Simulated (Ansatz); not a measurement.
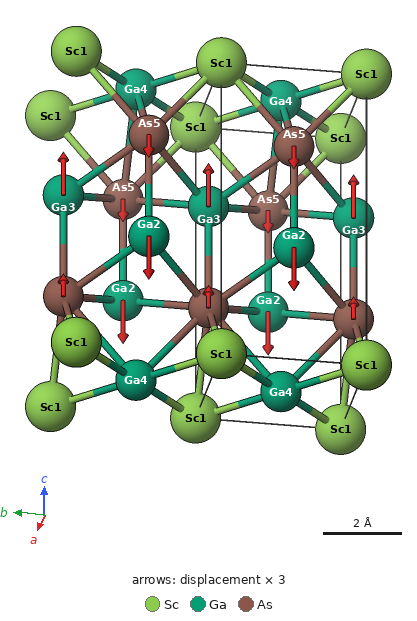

This is a relaxation of crystalline ScGa3As2 (a generated structure, set up in P-4m2) (coarse preliminary run). The starting structure is drawn; red arrows show the displacements (the part carried along by the change of the cell is left out), magnified 3 times.

The picture is a ball-and-stick view of the cell of the calculation, repeated 1 × 2 × 1 with one cell outlined, seen from a free direction.

Computed with DFT PBE, scalar-relativistic, plane waves, PAW in Ansatz. (plane-wave cutoff 420 eV; k-point mesh 4 × 4 × 2; occupations gaussian; smearing width 0.1 eV; no spin polarisation; cell and atoms relaxed; force threshold 0.04 eV/Å; at most 70 steps)

Which element moves most?

Answer. Gallium: up to 0.42 Å, against 0.22 Å for arsenic.

What did the optimiser do to the structure, and how much energy did it gain?

Answer. The energy falls by 192 meV per atom in 7 accepted moves (10 points after the start). Largest force component: 0.4 eV/Å at the start, 0.016 eV/Å at the end. The pressure goes from −0.51 to −0.13 GPa. The line search rejected the trial step at point 6 of the run. The SCF was repeated twice at an unchanged geometry on a basis and grid sized afresh for the cell, which shifted the energy by 0.1 meV per atom at most. The largest moves relative to the cell, 0.42 Å, are those of Ga atoms. Largest moves by element: Ga 0.42 Å, As 0.22 Å. Sc stays in place. Cell: a = b 3.824 → 4.116 Å (+7.6 %), c 8.426 → 6.802 Å (−19.3 %). Volume −6.5 %. Among the contacts that change: Ga–Sc 3.755 → 3.003 Å, As–Ga 2.932 → 2.566 Å, Ga–Sc 2.704 → 2.910 Å, As–Ga 2.962 → 2.904 Å. Among the angles between lasting bonds that change: As–Ga–As 140.6° → 174.5°, As–Ga–As 109.7° → 92.7°, As–Ga–As 83.5° → 89.9°. The space group stays P-4m2 (No. 115). The run took 2.7 min on 1 thread of Arm Neoverse N1 (shared host), peak memory 0.39 GiB.

Limits of the set-up: the k-point mesh is coarse for a cell with partly filled bands.
